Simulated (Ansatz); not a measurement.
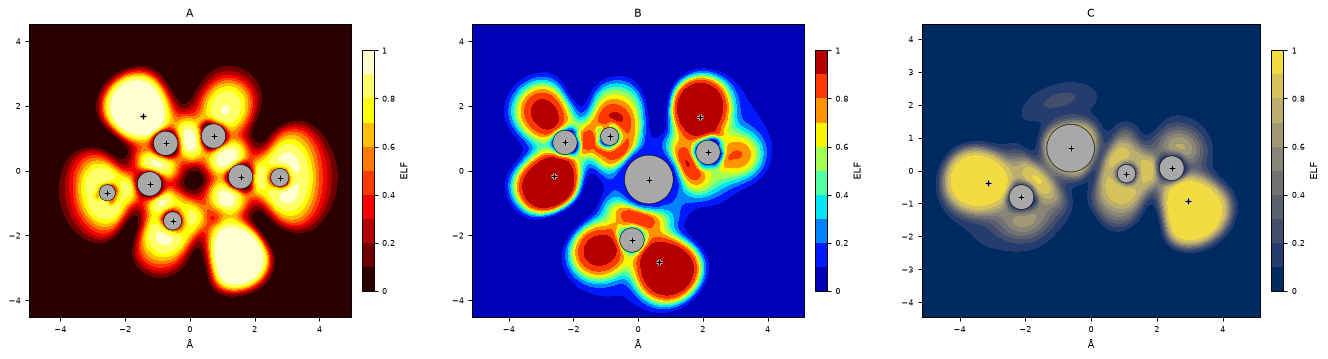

The ELF of 3 systems, each on a plane through atoms (crosses mark nuclei in the plane; grey discs cover the cores).

The calculation used Ansatz, isolated molecule in a Gaussian basis; Kohn-Sham density functional theory, functional PBE0.

System 1: C$_{2}$H$_{8}$MoN$_{2}$O, the plane of atoms Mo3, C2 and H11. Geometry: PBE0-D4/def2-SVP; core potentials replace the inner electrons of Mo.

```xyz
14

C    -1.1196   -0.9781    0.7089
C    -1.0320    2.5754   -2.2943
Mo   -0.1919    1.7365   -0.5480
N    -0.3999    2.9649    0.6448
N     1.4777    1.5479   -0.9377
O    -1.0395    0.1327   -0.1194
H    -0.1747   -1.5501    0.7062
H    -1.3520   -0.6866    1.7485
H    -1.9239   -1.6431    0.3518
H    -2.1038    2.7569   -2.1131
H    -0.5521    3.5246   -2.5719
H    -0.9078    1.8573   -3.1210
H    -0.1103    3.6413    1.3467
H     2.4788    1.6935   -0.8344
```

System 2: C$_{5}$H$_{5}$FO$_{2}$ (SMILES O=C1CC=C(F)OC1), the plane of atoms F6, C4 and O8. Geometry: PBE-D3(BJ)/def2-SVP.

```yaml
atoms:
  - { symbol: C, position_ang: [-0.6995, 0.8589, -1.3517] }
  - { symbol: C, position_ang: [-0.1696, 1.4290, -0.0409] }
  - { symbol: C, position_ang: [0.9204, 0.6009, 0.5783] }
  - { symbol: C, position_ang: [1.5385, -0.3565, -0.1404] }
  - { symbol: C, position_ang: [-0.1431, -0.5108, -1.7586] }
  - { symbol: F, position_ang: [2.5861, -1.0491, 0.3028] }
  - { symbol: O, position_ang: [-1.5617, 1.3995, -2.0184] }
  - { symbol: O, position_ang: [1.2174, -0.7490, -1.3894] }
  - { symbol: H, position_ang: [0.1597, 2.4716, -0.2583] }
  - { symbol: H, position_ang: [-1.0461, 1.5501, 0.6358] }
  - { symbol: H, position_ang: [1.2677, 0.7968, 1.6010] }
  - { symbol: H, position_ang: [-0.2157, -0.6287, -2.8551] }
  - { symbol: H, position_ang: [-0.7987, -1.2770, -1.2770] }
```

System 3: C$_{4}$H$_{9}$GaO$_{2}$, the plane of atoms C3, Ga5 and O6. Geometry: r2SCAN-D4/def2-SVP.

```xyz
16

C    -1.2735    1.3018    2.6830
C    -0.8790   -0.4482   -0.5281
C    -0.6538    3.0485   -1.3452
C     0.7938    2.8262   -1.4578
Ga   -0.8312    1.4633   -0.1149
O    -1.2193    2.0892    1.5263
O     1.3431    2.1065   -0.6166
H    -2.1124    1.6283    3.3261
H    -1.4227    0.2207    2.4786
H    -0.3460    1.3959    3.2820
H    -0.3019   -1.0173    0.2169
H    -0.4537   -0.6472   -1.5231
H    -1.9154   -0.8210   -0.5137
H    -1.1749    3.2634   -2.2884
H    -0.8281    3.8846   -0.6410
H     1.4080    3.2520   -2.2876
```

> Which map belongs to which system?

Panel A is system 2, C$_{5}$H$_{5}$FO$_{2}$: the plane holds C, F, O and H. C–O (1.22 Å): the ELF peaks at about 0.85 between the atoms; a short, multiple covalent bond. Panel B is system 3, C$_{4}$H$_{9}$GaO$_{2}$: the plane holds C, Ga, O and H. Ga–O (1.80 Å): the ELF peaks at about 0.85 in the valence shell of O, 0.6 Å from its nucleus, and is about 0.20 at the midpoint. Panel C is system 1, C$_{2}$H$_{8}$MoN$_{2}$O: the plane holds C, Mo, O and H. C–O (1.39 Å): the ELF peaks at about 0.90 between the atoms; a polar covalent bond.
